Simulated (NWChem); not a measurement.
# One shape, several levels: CH6FNSn (SMILES [CH3][SnH]([NH2])[F])

We compute a comparison of 6 runs (HF/STO-3G, HF/3-21G, B3LYP/def2-SVP, M06-2X/def2-SVP, PBE0/def2-SVP, CCSD(T)/def2-SVP) of CH6FNSn. 

The results are computed with NWChem 7.3.0.

58 further runs of the same task are left out: 58 set aside as unsound or not needed.

## 1. Starting point

CH6FNSn: 10 atoms, total charge 0, spin state singlet. As SMILES, `[CH3][SnH]([NH2])[F]`. The Sn2–H8 distance was set to 3.068 Å, away from the relaxed value. At this shape a bond of the SMILES string is far longer than usual.

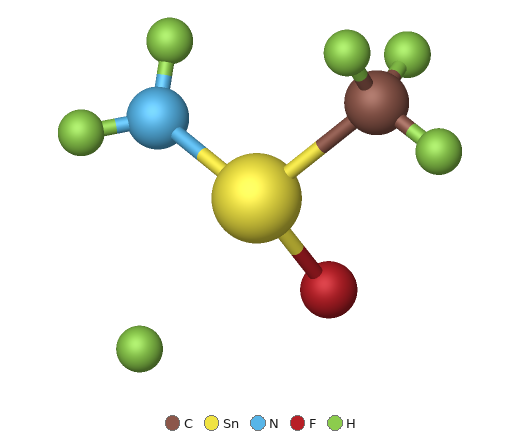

The structure, seen from a chosen angle (carbon brown, tin yellow, nitrogen blue, fluorine red, hydrogen green).

## 2. The energy at HF/STO-3G (run 1)

Contents of ch6fnsn.nw:

```
start ch6fnsn
title "CH6FNSn"
memory stack 880 mb heap 220 mb global 1100 mb

geometry noautosym nocenter noautoz
  C     -1.364011     1.111062     1.623564
  Sn    -0.353311    -0.499938     0.685164
  N      1.181489    -1.161038     1.783764
  F     -1.649311    -1.931238     0.724564
  H     -1.532211     0.859562     2.670864
  H     -0.773111     2.024862     1.560764
  H     -2.326011     1.266662     1.136664
  H      0.413300    -0.329300    -2.280300
  H      1.378989    -0.686538     2.651164
  H      2.040889    -1.387838     1.308264
end

basis spherical bse
  * library STO-3G
end

scf
  thresh 1e-08
  maxiter 80
  print medium
end

task scf
```

Launch:

```sh
$ nwchem ch6fnsn.nw > ch6fnsn.out
```

The log of the run:

```text
[...]
  functions       =    48
[...]
  wavefunction    = RHF
[...]
         Total SCF energy =  -6155.762684225204
      One-electron energy =  -9327.170703539821
      Two-electron energy =   2763.706778616292
 Nuclear repulsion energy =    407.701240698326
        Time for solution =      5.7s
[...]
```

It took 6.6 s on 1 thread of Intel Xeon 6975P-C (Granite Rapids), shared host; peak memory 0.097 GiB.

## 3. The energy at HF/3-21G (run 2)

Contents of test.nw:

```
start test
title "CH6FNSn hf"
memory stack 880 mb heap 220 mb global 1100 mb

geometry noautosym nocenter noautoz
 C    -1.364011    1.111062    1.623564
 Sn   -0.353311   -0.499938    0.685164
 N     1.181489   -1.161038    1.783764
 F    -1.649311   -1.931238    0.724564
 H    -1.532211    0.859562    2.670864
 H    -0.773111    2.024862    1.560764
 H    -2.326011    1.266662    1.136664
 H     0.413300   -0.329300   -2.280300
 H     1.378989   -0.686538    2.651164
 H     2.040889   -1.387838    1.308264
end

basis spherical bse
 * library 3-21G
end

scf
 thresh 1e-08
 maxiter 80
 print low
end

task scf
```

Launch:

```sh
$ nwchem test.nw > test.out
```

The log of the run:

```text
[...]
  functions       =    70
[...]
  wavefunction    = RHF
[...]
         Total SCF energy =  -6190.381215501861
      One-electron energy =  -9351.635994572533
      Two-electron energy =   2753.553538372345
 Nuclear repulsion energy =    407.701240698326
        Time for solution =      5.7s
 Task  times  cpu:        5.9s     wall:        5.9s
[...]
```

It took 6.6 s on 1 thread of Intel Xeon 6975P-C (Granite Rapids), shared host; peak memory 0.096 GiB.

Runs 3 to 5 aren't shown in full; the table further down has their settings and results.

## 4. The energy at CCSD(T)/def2-SVP (core potential) (run 6)

Contents of input.nw:

```
start input
title "CH6FNSn"
memory stack 880 mb heap 220 mb global 1100 mb
geometry units angstroms noautosym nocenter noautoz
  C    -1.364011    1.111062    1.623564
  Sn   -0.353311   -0.499938    0.685164
  N     1.181489   -1.161038    1.783764
  F    -1.649311   -1.931238    0.724564
  H    -1.532211    0.859562    2.670864
  H    -0.773111    2.024862    1.560764
  H    -2.326011    1.266662    1.136664
  H     0.413300   -0.329300   -2.280300
  H     1.378989   -0.686538    2.651164
  H     2.040889   -1.387838    1.308264
end
basis spherical bse
  * library def2-SVP
end
ecp bse
  Sn library def2-SVP
end
scf
  thresh 1e-08
  maxiter 80
end
ccsd
  freeze core 7
  maxiter 60
end
task ccsd(t) energy
```

Launch:

```sh
$ nwchem input.nw > input.out
```

The log of the run:

```text
[...]
  functions       =    98
[...]
  wavefunction    = RHF
[...]
         Total SCF energy =   -408.323783265564
      One-electron energy =  -1066.448591363221
      Two-electron energy =    445.885536491391
 Nuclear repulsion energy =    212.239271606267
        Time for solution =     15.1s
[...]
 Total MP2 energy:           -408.961170473253389
[...]
             energy      energy      error      ampl     ampl      Block
                                                time     time      time
[...]
 Total CCSD energy:           -409.013949244783930
[...]
 Total CCSD+T(CCSD) energy:           -409.037889950845624
[...]
 Total CCSD(T) energy:                -409.036217134299307
[...]
```

It took 4.1 min on 1 thread of Intel Xeon 6975P-C (Granite Rapids), shared host; peak memory 0.39 GiB.

## 5. Overview of the runs

```
run                              level  iteration cap   module   energy (Eh)  HOMO energy (eV)  LUMO energy (eV)  HOMO–LUMO gap (eV)  wall time
  1                          HF/STO-3G             80      scf  -6155.762684             -5.10              3.09                8.19      6.6 s
  2                           HF/3-21G             80      scf  -6190.381216                 –                 –                   –      6.6 s
  3    B3LYP/def2-SVP (core potential)            100      dft   -410.438968                 –                 –                   –       22 s
  4   M06-2X/def2-SVP (core potential)            100      dft   -410.202338             -7.48             -2.41                5.07       23 s
  5     PBE0/def2-SVP (core potential)            100      dft   -410.154718             -6.70             -3.32                3.38       22 s
  6  CCSD(T)/def2-SVP (core potential)             80  ccsd(t)   -409.036217             -8.70             -0.43                8.27    4.1 min
```

## 6. Outcome

| quantity | value |
| --- | --- |
| run 6: total energy | -409.03622 Eh |
| run 6: HOMO energy (Hartree–Fock orbitals) | -8.70 eV |
| run 6: LUMO energy (Hartree–Fock orbitals) | -0.43 eV |
| run 6: HOMO–LUMO gap (Hartree–Fock orbitals) | 8.27 eV |
| run 6: correlation energy (7 core orbitals frozen) | -712.4 mEh |
| run 6: (T) correction | -22.27 mEh |

In words: Over runs 1, 4, 5 the dipole moment (its size) runs from 2.58 D (HF/STO-3G) to 4.77 D (M06-2X/def2-SVP). The two ends differ in method and basis and core potential. Over runs 1, 4, 5 the HOMO–LUMO gap runs from 3.38 eV (PBE0/def2-SVP) to 8.19 eV (HF/STO-3G). Totals of different functionals can't be ranked against each other. Some runs of one species differ in core potentials or relativity; totals across that change don't compare. In run 1 the basis is minimal, so the values are rough. In all runs a closed-shell determinant meets a far-stretched bond; if it breaks into open shells, such a determinant describes it badly, and no broken-symmetry solution was shown. In runs 1, 2 relativity is left out where basis or elements ask for it. All runs together took 5.5 min, the longest 4.1 min.
